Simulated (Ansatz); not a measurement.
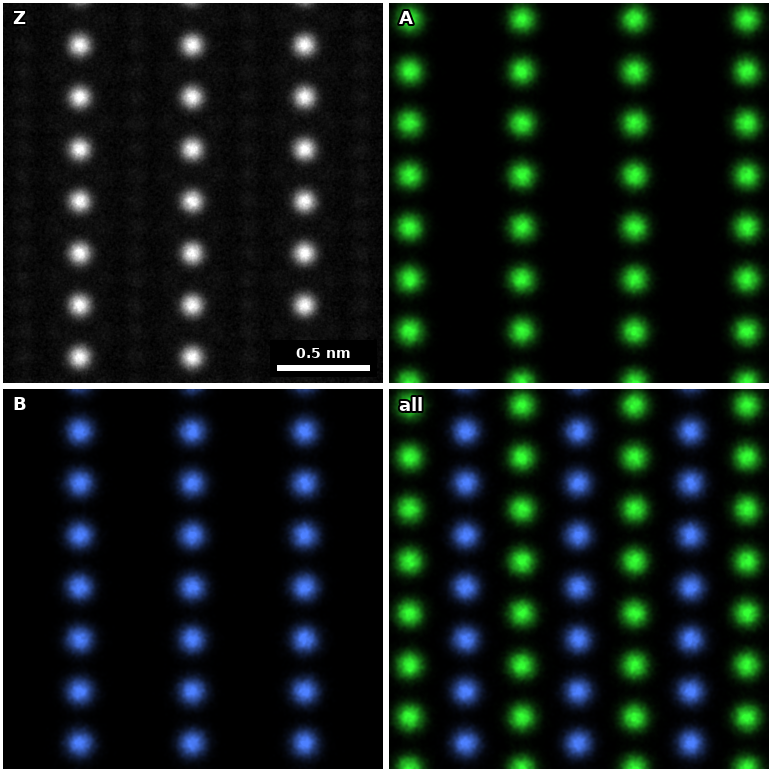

Be$_{4}$Ga$_{2}$C (Cmmm, No. 65) along [100]. Panel Z: Simulated incoherent Z contrast: every atom adds Z^1.7 spread by a probe of 0.84 Å full width; channelling and multiple scattering are left out. The probe carries 15 % of its weight in a tail 2.5 times as wide. The display is stretched by a gamma of 0.8; percentages refer to the linear signal. Shot noise was added. The other panels are simulated element maps (the number of atoms of one element along the beam, blurred by 1.1 Å, with counting noise; each on its own scale, no channelling); the last overlays them. Model: the geometry relaxed with DFT PBE, scalar-relativistic, plane waves, PAW in Ansatz; the starting structure was generated, so it need not be a known form of this composition.

```
CELL_PARAMETERS angstrom
5.41951 0.00000 0.00000
0.00000 12.23812 0.00000
0.00000 0.00000 2.83130
ATOMIC_POSITIONS crystal
Be 0.19170 0.00000 0.50000
Be 0.50000 0.36249 0.00000
Be 0.80830 0.00000 0.50000
Be 0.00000 0.13751 0.00000
Ga 0.25000 0.25000 0.50000
Ga 0.75000 0.25000 0.50000
C 0.00000 0.00000 0.00000
Be 0.69170 0.50000 0.50000
Be 0.00000 0.86249 0.00000
Be 0.30830 0.50000 0.50000
Be 0.50000 0.63751 0.00000
Ga 0.75000 0.75000 0.50000
Ga 0.25000 0.75000 0.50000
C 0.50000 0.50000 0.00000
```

Which element does each lettered map show?

C, B: Ga. The projected cell (2.83 × 6.12 Å, 90°) holds 5 columns: 3 of Be, 1 of Ga and 1 of C. No column is shared by two of the mapped elements.
